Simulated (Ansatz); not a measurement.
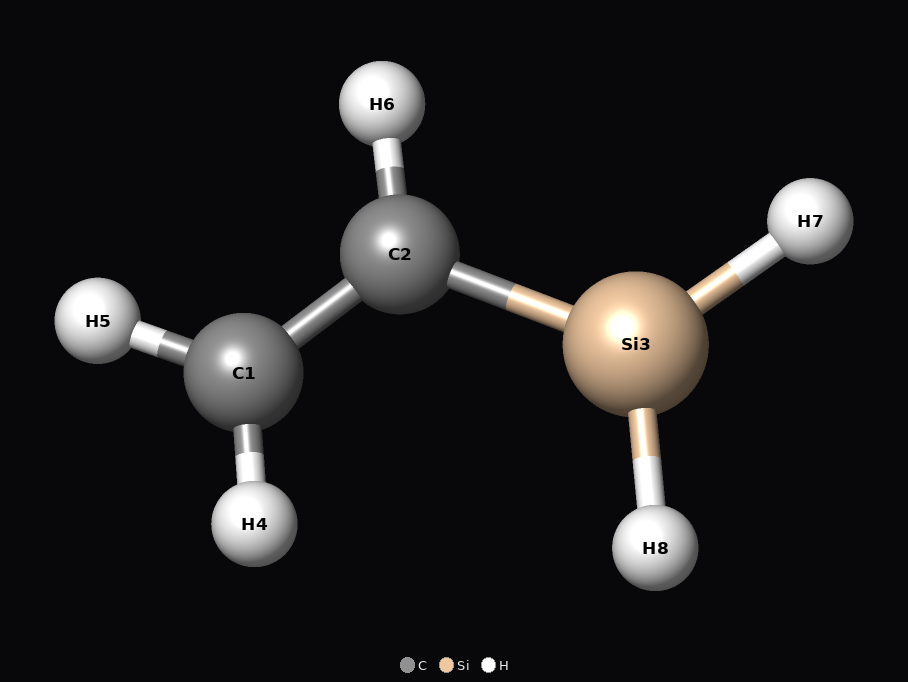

Atoms carry their numbers in the input. The species has charge +1 and is a spin singlet. The geometry was computed by an optimisation with PBE-D4/def2-SVP. No frequency run is at hand to confirm it as a minimum.

Give the bond lengths.

```json
{"bond": "C1–C2", "length (Å)": "1.368"}
{"bond": "C1–H4", "length (Å)": "1.105"}
{"bond": "C1–H5", "length (Å)": "1.105"}
{"bond": "C2–Si3", "length (Å)": "1.804"}
{"bond": "C2–H6", "length (Å)": "1.105"}
{"bond": "Si3–H7", "length (Å)": "1.490"}
{"bond": "Si3–H8", "length (Å)": "1.492"}
```
